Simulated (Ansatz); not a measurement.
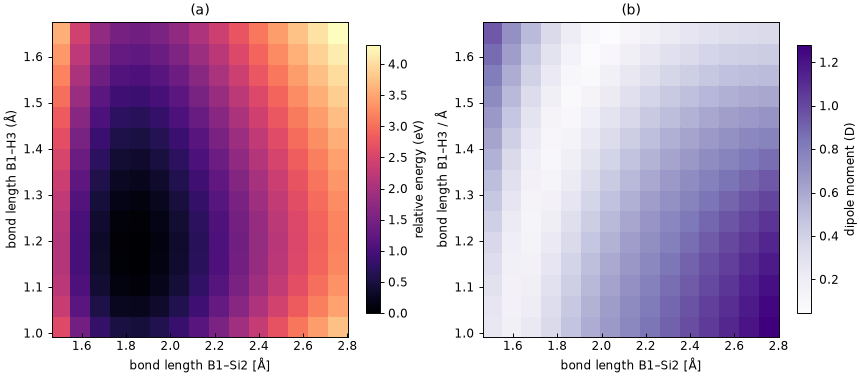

BH₃Si, SMILES B=[SiH2]. 
- Coordinates scanned: (1) bond length B1–Si2; (2) bond length B1–H3.
- Nothing is relaxed (all other coordinates rigid).
- Grid: 15 × 15 points.
- All energies are given in eV relative to the lowest grid point.
- The reference is spin-restricted, which grows unreliable where a bond is stretched far.
- These are results of RKS r2SCAN-D4/def2-TZVP (Ansatz 0.2.0), not measurements.

Panel (a) is the energy and panel (b) the computed dipole moment on the same grid.

The picture shows one coloured cell a grid point.

**How does the dipole moment vary over the map, and what is it at the lowest grid point?**

Leaving out the highest fifth of the energies, it runs from 0.04 D at bond length B1–Si2 = 2.044 Å, bond length B1–H3 = 1.653 Å to 1.10 D at bond length B1–Si2 = 2.581 Å, bond length B1–H3 = 1.061 Å. At the lowest grid point, bond length B1–Si2 = 1.866 Å, bond length B1–H3 = 1.198 Å, it is 0.35 D.
